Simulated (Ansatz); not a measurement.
**SnH2 (SMILES [H][Sn][H]) at CCSDT(Q)/STO-3G**

Aim: the energy change on altering one bond length of SnH2 at CCSDT(Q)/STO-3G, from 2 runs. 

The results are computed with Ansatz 0.2.0.

32 further runs of the same task are left out: 2 that didn't finish, 30 set aside as unsound or not needed.

## Step 1: The structure to begin with

The species is SnH2 (3 atoms), meant as a singlet with charge 0. SMILES: `[H][Sn][H]`. Geometry: a GFN2-xTB relaxation, a rough one for these elements and not checked as a minimum.

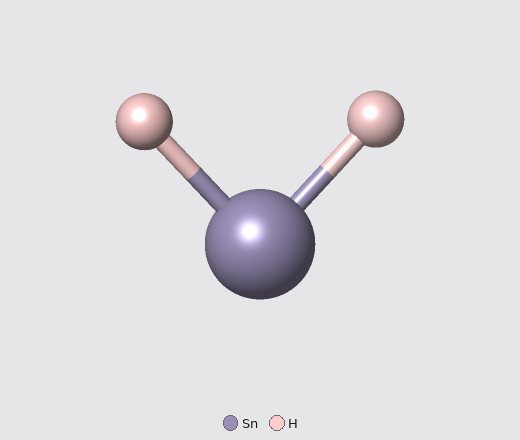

The structure, seen from a chosen angle (tin purple, hydrogen pink).

## Step 2: A single-point energy at CCSDT(Q)/STO-3G

File run.yaml:

```yaml
crystal:
  periodic: [false, false, false]
  atoms:
    - {symbol: Sn, position_ang: [0.005160, -0.008860, -0.870070]}
    - {symbol: H, position_ang: [1.236480, -0.017770, 0.442810]}
    - {symbol: H, position_ang: [-1.241640, 0.026630, 0.427260]}
basis:
  gaussian: {orbitals: STO-3G}
correlation: {method: ccsdt_q, frozen_orbitals: {H: 0, Sn: 18}}
accuracy: high
scf: {omitted_lower_state_checks: [cluster_reference, increment]}
```

The run is started by

```console
$ ansatz run run.yaml --threads 1 --pin off --max-ram 2610MiB --events-out events.jsonl --progress --plain --runs-dir runs
```

What it wrote, cut to the lines that bear on the results:

```text
Warning: RAYON_NUM_THREADS=1 ignored (pool sized by the plan → 1); use --threads N
Functional definition: HF
  name "HF"
[...]
494 factors; integrals over basis functions are off by at most 5.0e-9 eV
[...]
mean field -162298.84808746 eV, -5964.3726571037 hartree, gradient 5.6e-9 eV, S^2 0.000000; 0 other end points of the search recorded, 0 dependent functions left out; unrestricted orbitals would lower it
18 core orbitals not correlated: weight in the atoms' cores, before any rotation towards them, 1.000 or more for the frozen orbitals, at most 0.000 for the correlated occupied ones
reference -162298.84808746 eV, -5964.3726571037 hartree; 8, 8 occupied and 3, 3 virtual orbitals, 494 factors
second order -0.90127724 eV of doubles, -0.00000000 eV of singles
cycle   1  -1.22059512 eV  change   -3.2e-1 eV  update   6.4e-2
[...]
cycle  20  -1.45659937 eV  change   7.0e-10 eV  update   1.0e-9
perturbative correction -0.00158983 eV, -0.0000584253 hartree
Total energy: -162300.30627667 eV, -5964.4262445687 hartree
Checks for a lower state left out: cluster_reference, increment
```

It took 0.89 s on 1 thread of Arm Neoverse V1, shared host.

## Step 3: The distorted shape, same level

File input.yaml:

```yaml
crystal:
  periodic: [false, false, false]
  atoms:
    - {symbol: Sn, position_ang: [-0.302698, -0.006632, -1.198320]}
    - {symbol: H, position_ang: [1.236480, -0.017770, 0.442810]}
    - {symbol: H, position_ang: [-1.549498, 0.028858, 0.099010]}
basis:
  gaussian:
    orbitals: STO-3G
magnetization:
  spin_polarized: false
  initial_magnetization: 0
correlation:
  method: ccsdt_q
  frozen_orbitals: {H: 0, Sn: 18}
accuracy: high
scf:
  omitted_lower_state_checks: [cluster_reference, increment]
```

The run is started by

```console
$ ansatz run input.yaml --threads 1 --pin off --max-ram 2610MiB --events-out events.jsonl --progress --plain --runs-dir runs
```

What it wrote, cut to the lines that bear on the results:

```text
Warning: RAYON_NUM_THREADS=1 ignored (pool sized by the plan → 1); use --threads N
[... 2 set-up lines as earlier in the session ...]
[...]
494 factors; integrals over basis functions are off by at most 4.9e-9 eV
[...]
mean field -162297.06617504 eV, -5964.3071730301 hartree, gradient 2.5e-8 eV, S^2 0.000000; 0 other end points of the search recorded, 0 dependent functions left out; unrestricted orbitals would lower it
18 core orbitals not correlated: weight in the atoms' cores, before any rotation towards them, 1.000 or more for the frozen orbitals, at most 0.000 for the correlated occupied ones
reference -162297.06617504 eV, -5964.3071730301 hartree; 8, 8 occupied and 3, 3 virtual orbitals, 494 factors
second order -1.15783512 eV of doubles, -0.00000000 eV of singles
cycle   1  -1.59787967 eV  change   -4.4e-1 eV  update   8.3e-2
[...]
cycle  24  -1.95595912 eV  change  -4.2e-10 eV  update  3.5e-10
perturbative correction -0.00161580 eV, -0.0000593794 hartree
Total energy: -162299.02374995 eV, -5964.3791125814 hartree
Checks for a lower state left out: cluster_reference, increment
```

Run time: 0.91 s. Hardware: 1 thread of Arm Neoverse V1, shared host.

## Step 4: Outcome

Level: CCSDT(Q)/STO-3G, 18 core orbitals frozen.

```
                                                          quantity           value
                                         first shape: total energy  -5964.42624 Eh
         first shape: correlation energy (18 core orbitals frozen)       -53.6 mEh
                                        first shape: T1 diagnostic           0.007
                                     distorted shape: total energy  -5964.37911 Eh
     distorted shape: correlation energy (18 core orbitals frozen)       -71.9 mEh
                                    distorted shape: T1 diagnostic           0.011
energy change with the Sn1–H2 bond stretched from 1.800 to 2.250 Å        1.283 eV
```

In words: With the Sn1–H2 bond stretched from 1.800 to 2.250 Å the energy rises by 1.28 eV (30 kcal/mol). The first shape isn't relaxed at this level, so the change isn't measured from a minimum. The minimal basis adds a large error of its own. The restricted solution (first shape) is unstable to spin breaking: an unrestricted one lies lower. Relativity is left out (first shape) although the molecule holds a heavy atom. The restricted solution (distorted shape) is unstable to spin breaking: an unrestricted one lies lower. Relativity is left out (distorted shape) although the molecule holds a heavy atom.
